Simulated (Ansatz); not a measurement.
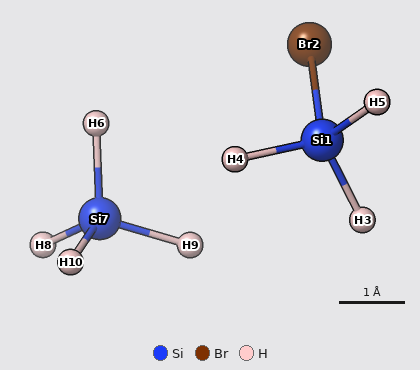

The structure as given in the input (ball-and-stick view, seen at a tilt; atoms are numbered from 1 in the order of the input). Bond lengths as drawn: Br–Si 2.24 Å and H–Si 1.49 Å.

# Run report: Si2H7Br, nudged elastic band (part 1 of 2)

The run: nudged elastic band of Si2H7Br. Method and program: RKS B3LYP-D4/def2-SVP (Ansatz 0.2.0).

It belongs to a series of runs on one base structure; here: band between the two ends. Figures and captions count atoms from 1; the log counts them from 0 in places.

What the program printed
```
Engine: ansatz 0.2.0, x86_64-unknown-linux-gnu
Functional definition: B3LYP
  parameter a0 = 0.2
  parameter ax = 0.72
  parameter ac = 0.81
  exchange = (1 - a0 - ax)*slater_x + ax*b88_x + a0*exact_x
  correlation = (1 - ac)*vwn_rpa_c + ac*lyp_c
1067 factors; integrals over basis functions are off by at most 3.5e-4 eV
mean field evaluation 1: about -85904.1700 eV, gradient 1.2e1 eV
mean field evaluation 2: about -85904.6202 eV, gradient 3.5e0 eV
mean field evaluation 4: about -85904.6649 eV, gradient 3.0e-1 eV
mean field evaluation 8: about -85904.6679 eV, gradient 2.0e-3 eV
mean field -85904.66794582 eV, -3156.9383187335 hartree, gradient 3.7e-5 eV, S^2 0.000000; 0 other end points of the search recorded, 0 dependent functions left out
the calculation of the forces begins
reference -85904.66824018 eV, -3156.9383295512 hartree; 35, 35 occupied and 68, 68 virtual orbitals, 1067 factors
1069 factors; integrals over basis functions are off by at most 8.3e-4 eV
mean field evaluation 16: about -85903.8232 eV, gradient 3.2e-1 eV
mean field -85903.82475116 eV, -3156.9073319014 hartree, gradient 3.0e-5 eV, S^2 0.000000; 0 other end points of the search recorded, 0 dependent functions left out
[... from here on the field's lines of each further geometry are left out, up to the last ...]
NEB iter   1: max|band force component| = 5.292e0 eV/Å  barrier→ = 3.2718 eV  barrier← = 2.4449 eV  Δτ_max = 0.2000 Å  (201 SCF iters)
NEB iter   2: max|band force component| = 2.325e0 eV/Å  barrier→ = 2.6456 eV  barrier← = 1.8188 eV  Δτ_max = 0.2000 Å  (179 SCF iters)
NEB iter   3: max|band force component| = 1.149e0 eV/Å  barrier→ = 2.3918 eV  barrier← = 1.5650 eV  Δτ_max = 0.2000 Å  (175 SCF iters)
NEB iter   4: max|band force component| = 1.485e0 eV/Å  barrier→ = 2.1939 eV  barrier← = 1.3670 eV  Δτ_max = 0.1033 Å  (170 SCF iters)
NEB iter   5: max|band force component| = 6.904e-1 eV/Å  barrier→ = 2.1838 eV  barrier← = 1.3570 eV  Δτ_max = 0.1830 Å  (159 SCF iters)
NEB iter   6: max|band force component| = 5.451e-1 eV/Å  barrier→ = 2.2646 eV  barrier← = 1.4377 eV  Δτ_max = 0.2000 Å  (161 SCF iters)
NEB iter   7: max|band force component| = 5.788e-1 eV/Å  barrier→ = 2.3507 eV  barrier← = 1.5239 eV  Δτ_max = 0.0993 Å  (160 SCF iters)
NEB iter   8: max|band force component| = 8.199e-1 eV/Å  barrier→ = 2.3085 eV  barrier← = 1.4816 eV  CI = image 5  Δτ_max = 0.1007 Å  (158 SCF iters)
NEB iter   9: max|band force component| = 7.564e-1 eV/Å  barrier→ = 2.3137 eV  barrier← = 1.4868 eV  CI = image 5  Δτ_max = 0.2000 Å  (156 SCF iters)
NEB iter  10: max|band force component| = 7.482e-1 eV/Å  barrier→ = 2.4106 eV  barrier← = 1.5838 eV  CI = image 5  Δτ_max = 0.2000 Å  (161 SCF iters)
NEB iter  11: max|band force component| = 8.952e-1 eV/Å  barrier→ = 2.6321 eV  barrier← = 1.8053 eV  CI = image 5  Δτ_max = 0.1012 Å  (156 SCF iters)
NEB iter  12: max|band force component| = 7.298e-1 eV/Å  barrier→ = 2.6265 eV  barrier← = 1.7997 eV  CI = image 5  Δτ_max = 0.1093 Å  (155 SCF iters)
NEB iter  13: max|band force component| = 3.875e-1 eV/Å  barrier→ = 2.5712 eV  barrier← = 1.7443 eV  CI = image 5  Δτ_max = 0.1789 Å  (159 SCF iters)
NEB iter  14: max|band force component| = 3.583e-1 eV/Å  barrier→ = 2.5808 eV  barrier← = 1.7540 eV  CI = image 5  Δτ_max = 0.2000 Å  (156 SCF iters)
NEB iter  15: max|band force component| = 3.341e-1 eV/Å  barrier→ = 2.5625 eV  barrier← = 1.7356 eV  CI = image 5  Δτ_max = 0.0988 Å  (156 SCF iters)
NEB iter  16: max|band force component| = 1.262e-1 eV/Å  barrier→ = 2.5495 eV  barrier← = 1.7227 eV  CI = image 5  Δτ_max = 0.1046 Å  (154 SCF iters)
NEB iter  17: max|band force component| = 1.293e-1 eV/Å  barrier→ = 2.5477 eV  barrier← = 1.7208 eV  CI = image 5  Δτ_max = 0.0524 Å  (149 SCF iters)
NEB iter  18: max|band force component| = 4.704e-2 eV/Å  barrier→ = 2.5452 eV  barrier← = 1.7183 eV  CI = image 5  Δτ_max = 0.0755 Å  (148 SCF iters)
NEB iter  19: max|band force component| = 1.051e-1 eV/Å  barrier→ = 2.5418 eV  barrier← = 1.7150 eV  CI = image 5  Δτ_max = 0.0377 Å  (23 SCF iters)
NEB iter  20: max|band force component| = 7.919e-2 eV/Å  barrier→ = 2.5399 eV  barrier← = 1.7131 eV  CI = image 5  Δτ_max = 0.0753 Å  (151 SCF iters)
NEB iter  21: max|band force component| = 1.023e-1 eV/Å  barrier→ = 2.5354 eV  barrier← = 1.7086 eV  CI = image 5  Δτ_max = 0.0756 Å  (153 SCF iters)
NEB iter  22: max|band force component| = 1.274e-1 eV/Å  barrier→ = 2.5299 eV  barrier← = 1.7030 eV  CI = image 5  Δτ_max = 0.0755 Å  (151 SCF iters)
NEB iter  23: max|band force component| = 1.595e-1 eV/Å  barrier→ = 2.5238 eV  barrier← = 1.6969 eV  CI = image 5  Δτ_max = 0.1502 Å  (153 SCF iters)
NEB iter  24: max|band force component| = 2.034e-1 eV/Å  barrier→ = 2.5134 eV  barrier← = 1.6866 eV  CI = image 5  Δτ_max = 0.1503 Å  (150 SCF iters)
NEB iter  25: max|band force component| = 1.820e-1 eV/Å  barrier→ = 2.5045 eV  barrier← = 1.6776 eV  CI = image 5  Δτ_max = 0.1504 Å  (152 SCF iters)
NEB iter  26: max|band force component| = 1.306e-1 eV/Å  barrier→ = 2.4989 eV  barrier← = 1.6721 eV  CI = image 5  Δτ_max = 0.1020 Å  (155 SCF iters)
NEB iter  27: max|band force component| = 1.316e-1 eV/Å  barrier→ = 2.4932 eV  barrier← = 1.6664 eV  CI = image 5  Δτ_max = 0.0511 Å  (152 SCF iters)
NEB iter  28: max|band force component| = 9.146e-2 eV/Å  barrier→ = 2.4882 eV  barrier← = 1.6613 eV  CI = image 5  Δτ_max = 0.0511 Å  (150 SCF iters)
NEB iter  29: max|band force component| = 8.194e-2 eV/Å  barrier→ = 2.4831 eV  barrier← = 1.6563 eV  CI = image 5  Δτ_max = 0.0513 Å  (153 SCF iters)
NEB iter  30: max|band force component| = 5.468e-2 eV/Å  barrier→ = 2.4781 eV  barrier← = 1.6513 eV  CI = image 5  Δτ_max = 0.0512 Å  (153 SCF iters)
NEB iter  31: max|band force component| = 1.359e-1 eV/Å  barrier→ = 2.4735 eV  barrier← = 1.6467 eV  CI = image 5  Δτ_max = 0.0256 Å  (153 SCF iters)
NEB iter  32: max|band force component| = 5.311e-2 eV/Å  barrier→ = 2.4714 eV  barrier← = 1.6446 eV  CI = image 5  Δτ_max = 0.0511 Å  (154 SCF iters)
the calculation of the forces begins
reference -85903.81499040 eV, -3156.9069732002 hartree; 35, 35 occupied and 68, 68 virtual orbitals, 1069 factors
1067 factors; integrals over basis functions are off by at most 9.3e-4 eV
mean field evaluation 1376: about -85901.3164 eV, gradient 1.5e1 eV
mean field -85902.13627699 eV, -3156.8452816202 hartree, gradient 1.3e-5 eV, S^2 0.000000; 1 other end points of the search recorded, 0 dependent functions left out
the calculation of the forces begins
reference -85902.13655315 eV, -3156.8452917688 hartree; 35, 35 occupied and 68, 68 virtual orbitals, 1067 factors
NEB iter  33: max|band force component| = 3.937e-2 eV/Å  barrier→ = 2.4678 eV  barrier← = 1.6409 eV  CI = image 5  Δτ_max = 0.0000 Å  (309 SCF iters)
```

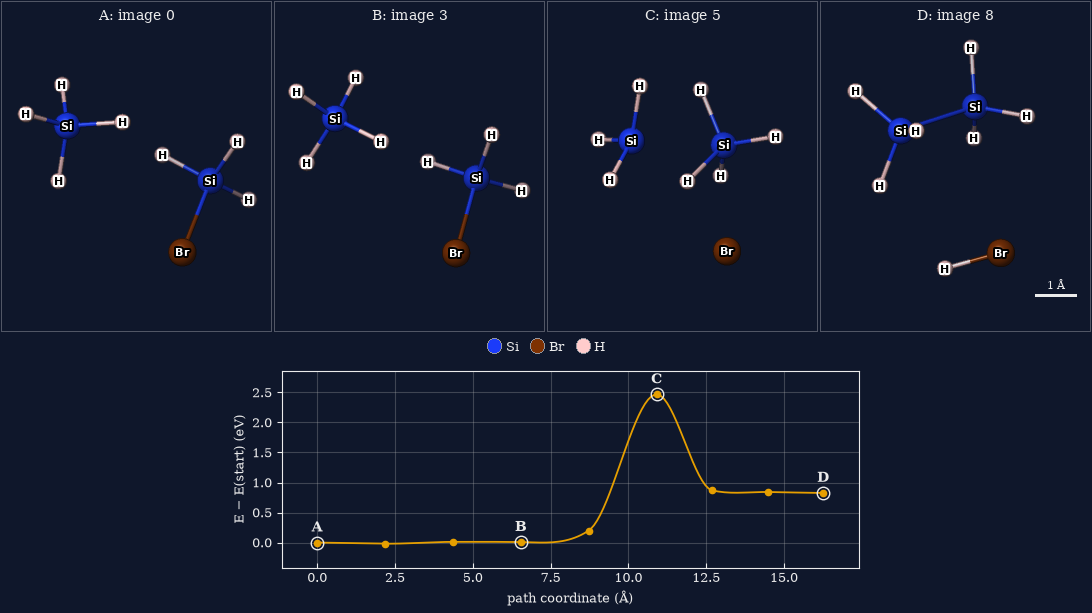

Images of the last band (counted from 0; ball-and-stick, seen at a tilt) above the energy along the path; the line is a cubic interpolation that uses the forces. The highest image is number 5, 2.468 eV above the start and 1.641 eV above the end (the climbing image); the end lies 0.827 eV above the start. The path is 16.26 Å long. The band converged in 33 iterations.

```
Total energy: -85902.50590553 eV, -3156.8588652185 hartree
Atom 0 at    -1.249671     0.246312    -0.011671 Å, force    -0.033506    -0.026254     0.001947 eV/Å
Atom 1 at    -0.764972    -2.329654    -1.174483 Å, force    -0.001688     0.016642    -0.011627 eV/Å
Atom 2 at    -1.871602     0.573370    -1.310447 Å, force     0.006500     0.007133     0.002767 eV/Å
Atom 3 at    -0.893088     1.560139     0.634472 Å, force     0.005517     0.016125     0.012507 eV/Å
Atom 4 at    -1.962060    -0.537977     1.015485 Å, force    -0.004490     0.005269    -0.000261 eV/Å
Atom 5 at     0.078603    -0.688233    -0.456214 Å, force     0.019209    -0.026976    -0.007194 eV/Å
Atom 6 at     1.383985     0.209322     0.224670 Å, force    -0.003603     0.014199    -0.000735 eV/Å
Atom 7 at     1.323788     0.148392     1.706589 Å, force     0.008526     0.010986     0.009148 eV/Å
Atom 8 at     2.342069    -0.768089    -0.346670 Å, force     0.009014    -0.005953     0.007692 eV/Å
Atom 9 at     1.612949     1.586418    -0.281932 Å, force    -0.005478    -0.011170    -0.014244 eV/Å
Dipole moment:     0.321922     0.890258     0.433182 e Å
this run last wrote the band of iteration 33 to [file]; this run last wrote the band within `neb.f_tol` of iteration 18 to [file]
```

The last band as extended XYZ (Å, eV, eV/Å)
```
10
Properties=species:S:1:pos:R:3:forces:R:3 image=0 energy=-85904.97342
Si   -1.9772    0.1002   -0.5385   -0.0087   0.0083  -0.0072
Br   -1.5699   -2.1008   -0.4133   -0.0041   0.0052  -0.0029
H    -1.5332    0.5952   -1.8679   -0.0056  -0.0056   0.0110
H    -1.2223    0.7846    0.5439   -0.0005  -0.0018   0.0019
H    -3.4372    0.3228   -0.3628    0.0144  -0.0071  -0.0040
H     1.2103   -0.8962    1.4054    0.0122   0.0131  -0.0051
Si    1.9481    0.0564    0.5302   -0.0147  -0.0036  -0.0091
H     3.3818   -0.3429    0.4405   -0.0058  -0.0013   0.0007
H     1.3461    0.0476   -0.8344    0.0117   0.0007   0.0179
H     1.8535    1.4331    1.0967    0.0011  -0.0080  -0.0032
10
Properties=species:S:1:pos:R:3:forces:R:3 image=1 energy=-85904.99221
Si   -2.1031    0.2608   -0.3564   -0.0049   0.0134   0.0050
Br   -1.2949   -1.8048   -0.7022   -0.0024   0.0185   0.0021
H    -1.5026    1.1742   -1.3616    0.0062   0.0088  -0.0063
H    -1.7423    0.6899    1.0193    0.0043  -0.0094   0.0021
H    -3.5805    0.2204   -0.5127   -0.0036  -0.0101  -0.0037
H     1.4347   -1.0770    1.3402    0.0198  -0.0025   0.0175
Si    2.0439   -0.1156    0.3820   -0.0008   0.0074  -0.0029
H     3.3821    0.3147    0.8817   -0.0040  -0.0010   0.0030
H     2.1937   -0.7502   -0.9556    0.0081  -0.0063  -0.0056
H     1.1690    1.0876    0.2652   -0.0225  -0.0187  -0.0109
10
Properties=species:S:1:pos:R:3:forces:R:3 image=2 energy=-85904.96183
Si   -2.0527    0.0586   -0.2076    0.0242  -0.0021  -0.0008
Br   -2.0687   -2.1758   -0.3898   -0.0095   0.0002   0.0002
H    -1.1465    0.6099   -1.2485   -0.0029   0.0067  -0.0004
H    -1.5635    0.4202    1.1478   -0.0046   0.0056   0.0004
H    -3.4356    0.5646   -0.4101   -0.0061  -0.0103  -0.0010
H     1.0736   -1.0183    0.1893    0.0068  -0.0028   0.0043
Si    2.0552    0.1020    0.2222   -0.0131   0.0051  -0.0061
H     3.0163   -0.1015    1.3426    0.0003  -0.0065   0.0040
H     2.7966    0.1541   -1.0693    0.0000  -0.0020  -0.0053
H     1.3253    1.3862    0.4233    0.0049   0.0061   0.0048
10
Properties=species:S:1:pos:R:3:forces:R:3 image=3 energy=-85904.96557
Si   -2.0422    0.0021   -0.0135    0.0007  -0.0026  -0.0023
Br   -1.7708   -2.2225   -0.0600    0.0046   0.0018  -0.0013
H    -1.6421    0.5603   -1.3309   -0.0047   0.0025   0.0001
H    -1.1826    0.5586    1.0640    0.0010   0.0017  -0.0029
H    -3.4721    0.3001    0.2627    0.0013  -0.0019   0.0039
H     1.1504   -0.5433   -0.9657   -0.0003   0.0011  -0.0009
Si    2.0236    0.1585    0.0158   -0.0049  -0.0022   0.0011
H     1.9764   -0.5569    1.3217   -0.0017   0.0023   0.0012
H     3.4244    0.1879   -0.4927    0.0005  -0.0032   0.0020
H     1.5350    1.5553    0.1984    0.0036   0.0005  -0.0009
```
